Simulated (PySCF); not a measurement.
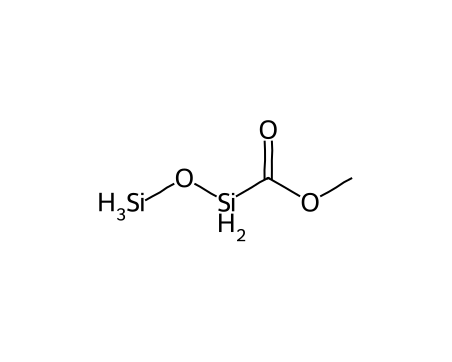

Structural formula above. Computed geometry: PBE0-D3(BJ)/def2-SVP optimisation. No frequency run is at hand to confirm it as a minimum.

What does the molecule look like in three dimensions?

It has 15 atoms: 2 carbon, 8 hydrogen, 3 oxygen and 2 silicon (C₂H₈O₃Si₂). Its SMILES string is `COC(=O)[SiH2]O[SiH3]`. It has no ring. Among its groups: Si–H bond, Si–O bond. Coordination: 1 C tetrahedral; 2 O bent; 1 C trigonal planar; 2 Si tetrahedral.

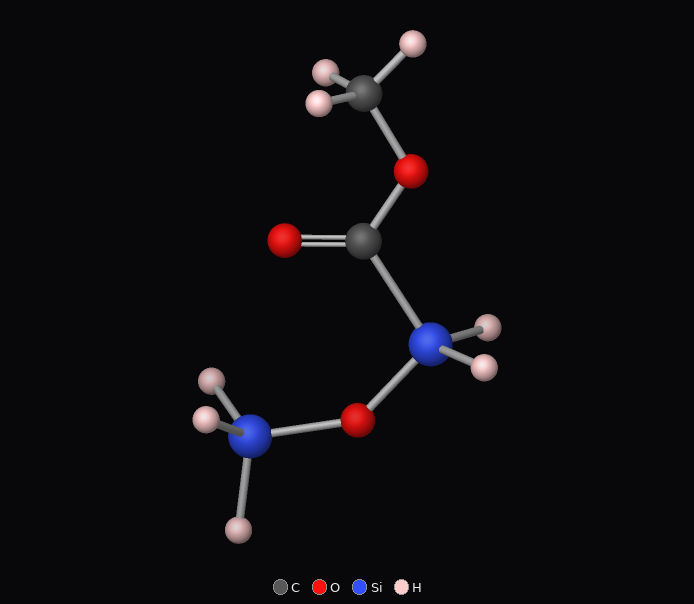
